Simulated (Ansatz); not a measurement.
# Br$_{2}$Cu (charge +1): what the fields show

Input file:

```
crystal:
  periodic: [false, false, false]
  atoms:
    - {symbol: Cu, position_ang: [-0.007424, -0.077860, -1.836057]}
    - {symbol: Br, position_ang: [-0.090124, -0.945037, 0.333433]}
    - {symbol: Br, position_ang: [0.097548, 1.022897, 1.502623]}
basis:
  gaussian: {orbitals: "def2-TZVPPD.json"}
total_charge: 1
hamiltonian: {xc: pbe0, dispersion: d4}
output: {orbitals: {seedname: orbitals}}
```

Run with:

```sh
ansatz run in.yaml --threads 4 --pin off --events-out ev --progress --plain --max-ram 9574MiB
```

Geometry: PBE0-D4/def2-TZVP.

Level of theory: RKS PBE0-D4/def2-TZVPPD (Ansatz).

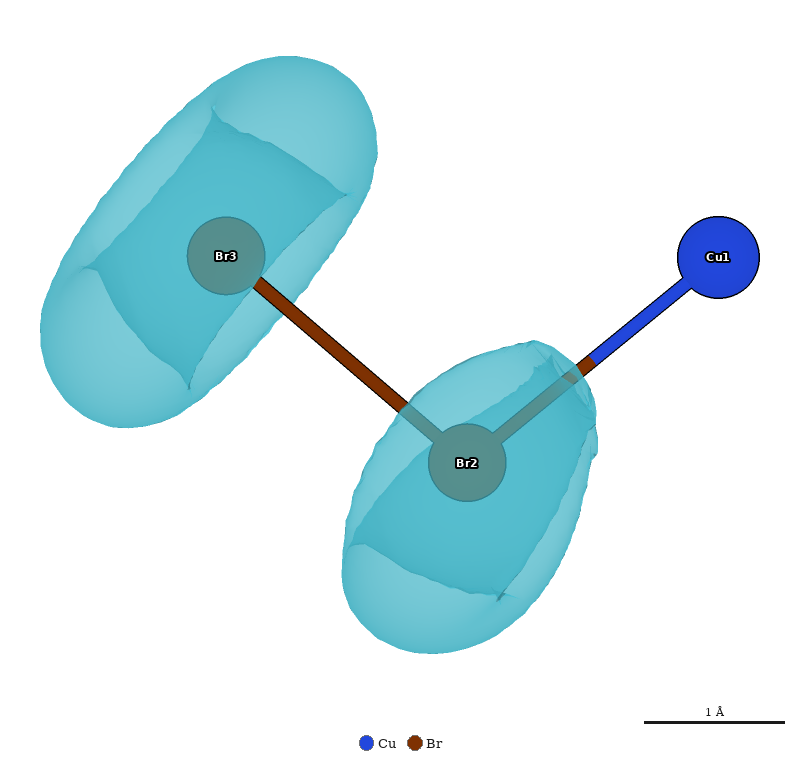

Figure 1. Isosurface of the ELF at 0.8 (cyan), seen at a tilt. Core shells and regions of very low density are left out.

What do the ELF domains correspond to?

Answer. At this value the surface marks out two regions wrapped around Br (the valence shell of each). Along the contacts the grid gives the following. Br–Br (2.30 Å): the ELF peaks at about 0.75 between the atoms. Cu–Br (2.34 Å): the ELF peaks at about 0.80 in the valence shell of Br, 1.0 Å from its nucleus, and is about 0.50 at the midpoint.

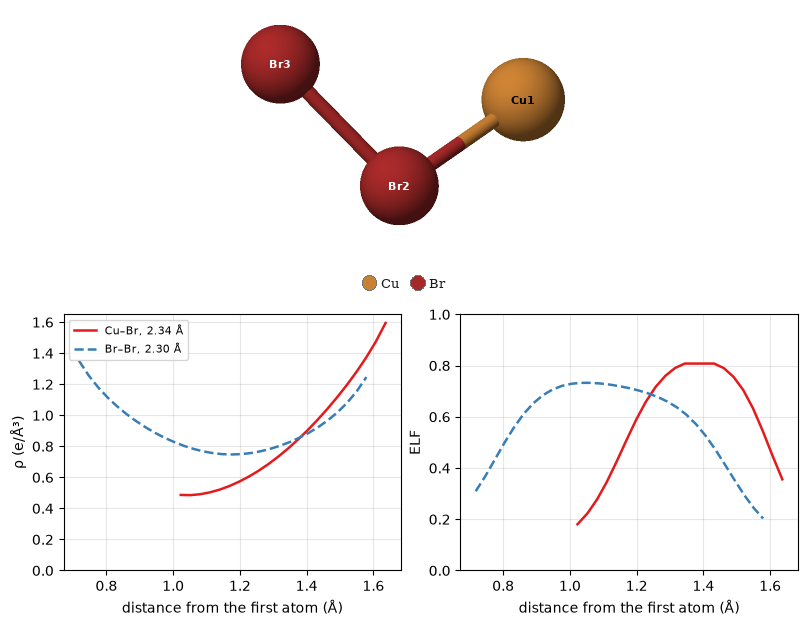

Figure 2. Electron density and electron localisation function along straight lines between neighbouring atoms. The curves leave out the atomic cores. The structure is drawn too.

What can be read from the curves?

Answer. Cu–Br (2.34 Å): ρ is about 0.54 e/Å³ halfway, with its minimum of 0.49 e/Å³ about 1.1 Å from Cu; the ELF peaks at about 0.80 in the valence shell of Br, 1.0 Å from its nucleus, and is about 0.50 at the midpoint.
Br–Br (2.30 Å): the density is about 0.75 e/Å³ at the midpoint; the ELF peaks at about 0.75 between the atoms.

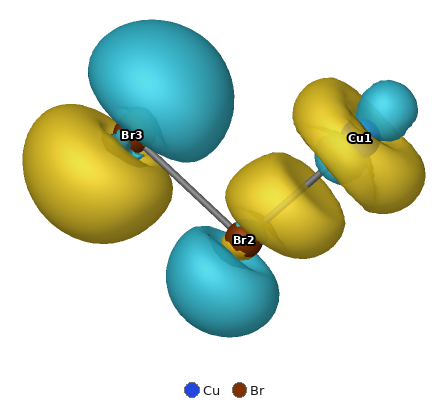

Figure 3. The HOMO−1 at ±0.1 Å⁻³ᐟ² (yellow and cyan are the two phases), seen at a tilt.

What is the character of this orbital?

Answer. It lies mainly on Br3 (about 60 %), Cu1 (about 25 %) and Br2 (about 20 %); it is symmetric in the molecular plane (an in-plane orbital: σ, lone-pair or in-plane π type). Its energy is −13.32 eV.
